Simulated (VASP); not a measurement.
Band structure of ScC (relaxed from the rock salt structure, space group Fm-3m). Method: PBEsol GGA, VASP's PBE PAW potentials (set 64) (plane waves; VASP).

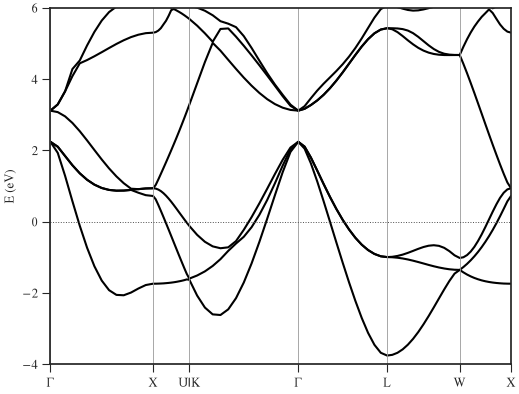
Figure. Bands along high-symmetry lines, zero at the valence-band maximum or, without a gap, the Fermi level

**Question.** Read the plot: is there a gap, and where are the band edges?

**Answer.** It has no gap at this level: it comes out as a metal or semimetal. (Edges off the drawn lines would not show.)

The structure was generated: ScC was put into the rock salt type (Fm-3m), which need not be its known phase. It was relaxed first, which changed the volume by -34 %. The electron count is odd and the run is not spin-polarised, which forces a metal.
